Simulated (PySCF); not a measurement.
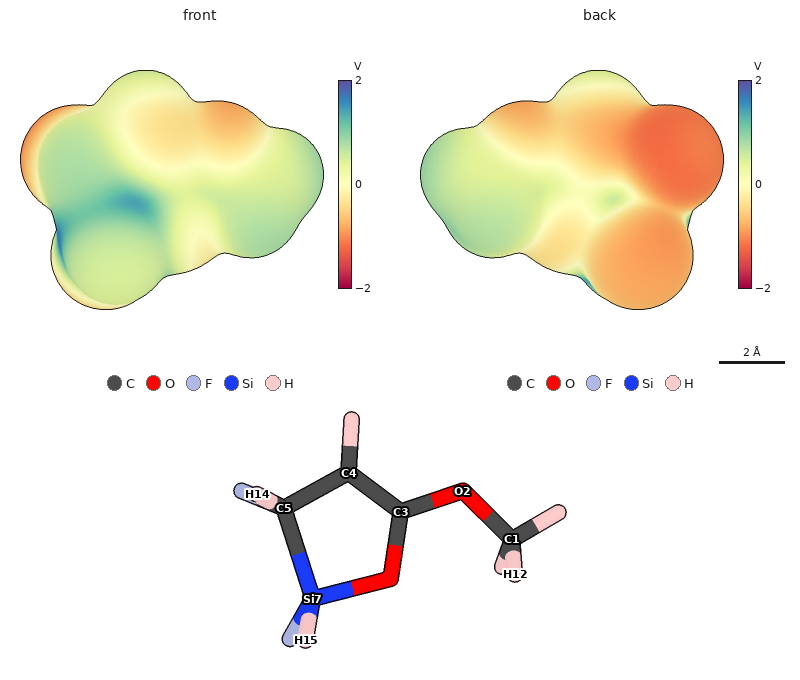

*C4H6F2O2Si. The molecular electrostatic potential painted on the density surface at 0.001 e/bohr³, seen from the front and from behind; red is negative and blue positive. The bare structure is drawn below in the same view.*

Geometry: GFN2-xTB.

Theory: PBE0/pcSseg-1, SCF density, gas phase, non-relativistic (PySCF 2.14.0).

```yaml
atoms:
  - { symbol: C, position_ang: [-2.6131, 0.4328, 0.1292] }
  - { symbol: O, position_ang: [-1.7188, -0.6319, 0.4031] }
  - { symbol: C, position_ang: [-0.4195, -0.4059, 0.1949] }
  - { symbol: C, position_ang: [0.5485, -1.3065, 0.3621] }
  - { symbol: C, position_ang: [1.9265, -0.8029, 0.0611] }
  - { symbol: F, position_ang: [2.4886, -1.4979, -1.0103] }
  - { symbol: Si, position_ang: [1.5579, 1.0389, -0.3532] }
  - { symbol: F, position_ang: [1.8265, 1.4802, -1.8656] }
  - { symbol: O, position_ang: [-0.0632, 0.8643, -0.1812] }
  - { symbol: H, position_ang: [-3.6048, 0.0409, 0.3437] }
  - { symbol: H, position_ang: [-2.5511, 0.7398, -0.9176] }
  - { symbol: H, position_ang: [-2.4052, 1.2947, 0.7677] }
  - { symbol: H, position_ang: [0.3584, -2.3286, 0.6237] }
  - { symbol: H, position_ang: [2.6175, -0.9793, 0.8922] }
  - { symbol: H, position_ang: [2.0474, 2.0693, 0.5284] }
```

> Describe the electrostatic potential map.

The most negative region (about −1.2 V) lies over F6, the most positive (about +1.5 V) over Si7.

> How polar is the molecule by this calculation?

Its dipole moment is 3.22 D.
